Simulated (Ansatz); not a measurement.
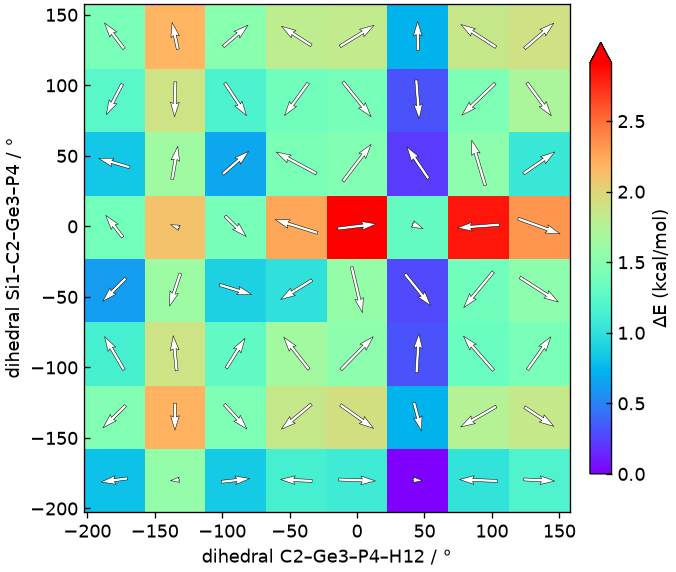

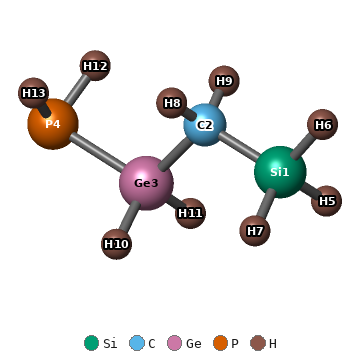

Energy landscape of CH9GePSi, SMILES [SiH3][CH2][GeH2][PH2]. First axis: dihedral C2–Ge3–P4–H12. Second axis: dihedral Si1–C2–Ge3–P4. Nothing is relaxed (all other coordinates rigid). Grid: 8 × 8 points. Energies are in kcal/mol, from the lowest grid point. Computed with RKS PBE-D4/def2-SVP (Ansatz 0.2.0).

The picture shows one coloured cell a grid point, arrows along the force (downhill), their lengths compressed, one colour for all values above the top of the scale. The second picture is the structure at the lowest point.

**Describe this landscape.**

The lowest grid point is at dihedral C2–Ge3–P4–H12 = 45°, dihedral Si1–C2–Ge3–P4 = −180°. Other grid points that lie below all their neighbours: dihedral C2–Ge3–P4–H12 = 45°, dihedral Si1–C2–Ge3–P4 = 45° (0.22 kcal/mol higher); dihedral C2–Ge3–P4–H12 = 45°, dihedral Si1–C2–Ge3–P4 = −45° (0.27 kcal/mol higher); dihedral C2–Ge3–P4–H12 = −180°, dihedral Si1–C2–Ge3–P4 = −45° (0.63 kcal/mol higher). The highest grid point, dihedral C2–Ge3–P4–H12 = 0°, dihedral Si1–C2–Ge3–P4 = 0°, lies 2.91 kcal/mol above the lowest.

Grid values (kcal/mol):

```
dihedral Si1–C2–Ge3–P4 ↓, dihedral C2–Ge3–P4–H12 →  −180  −135   −90   −45     0    45    90   135
                                               135  1.42  2.18  1.51  1.80  1.82  0.72  1.86  1.91
                                                90  1.25  1.89  1.17  1.38  1.40  0.31  1.45  1.71
                                                45  0.84  1.64  0.67  1.43  1.47  0.22  1.53  1.05
                                                 0  1.38  2.11  1.41  2.24  2.91  1.30  2.83  2.33
                                               −45  0.63  1.63  0.89  1.00  1.58  0.27  1.37  1.53
                                               −90  1.13  1.89  1.28  1.66  1.53  0.31  1.34  1.42
                                              −135  1.47  2.19  1.45  1.86  1.93  0.73  1.75  1.85
                                              −180  0.80  1.57  0.84  1.13  1.09  0.00  1.02  1.18
```

The whole map (64 points run) took 17 min on 1 thread of Intel(R) Xeon(R) Processor @ 2.50GHz (Skylake/Cascade Lake), on a shared host.
